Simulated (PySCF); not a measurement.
```xyz
13

O    -0.0580   -2.2371   -0.5935
C    -0.5096   -1.1638   -0.3011
O    -1.8915   -1.0225   -0.2770
C    -2.4334    0.1847    0.0380
O    -1.7071    1.2816    0.2312
C    -0.3837    1.1795    0.2590
C     0.2781    0.0061    0.0211
Si    2.1306   -0.2396    0.0373
F     2.6882    1.2265    0.4329
H    -3.4755    0.3108   -0.1820
H     0.1146    2.1093    0.4852
H     2.6803   -0.5158   -1.2792
H     2.5626   -1.1192    1.1104
```

Geometry: GFN2-xTB.

These are results of UKS B3LYP, pcH-1 on C F H O Si, non-relativistic, mean-field spin-orbit, GIAO in PySCF 2.14.0, density-fitted response routines, not measurements.

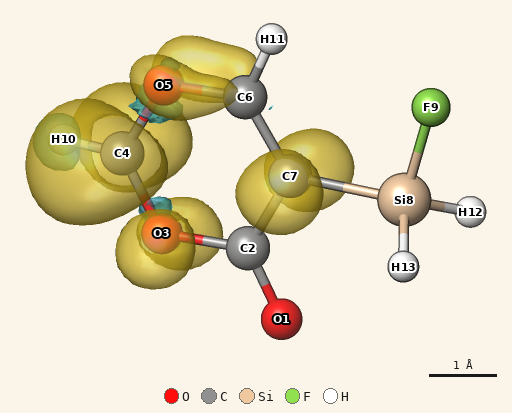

C₄H₄FO₃Si (SMILES O=C1O[CH]OC=C1[SiH2]F) (doublet). Isosurfaces of the spin density at +0.015 (yellow) and −0.015 e/Å³ (cyan), seen at an oblique angle.

### Where is the unpaired spin?

The unpaired spin (1 electron) lies mostly on C4 (about 0.6), O3 (about 0.2), C7 (about 0.1) and O5 (about 0.1), in electrons by Hirshfeld's partition.
